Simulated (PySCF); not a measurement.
SMILES Cl[B]B(Cl)Cl, doublet, CAM-B3LYP/def2-SVP optimised geometry. Atoms within 1.6 Å of the plane z = 0.8 Å (x, y, z in Å): Cl1 (2.08, 0.00, 0.00), B2 (0.40, 0.00, 0.00), B3 (-1.20, 0.00, 0.00), Cl4 (-2.08, 1.53, 0.00), Cl5 (-2.07, -1.53, 0.00).

Level of theory: unrestricted CAM-B3LYP/def2-TZVP (PySCF).

Map of the spin density (e/bohr³) on the plane z = 0.8 Å:

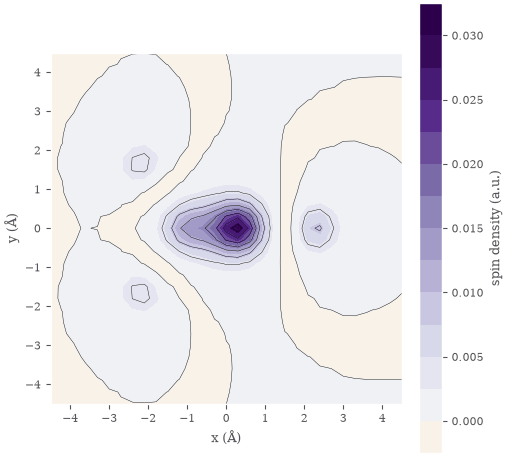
*Spin density (e/bohr³) on the plane z = 0.8 Å.*
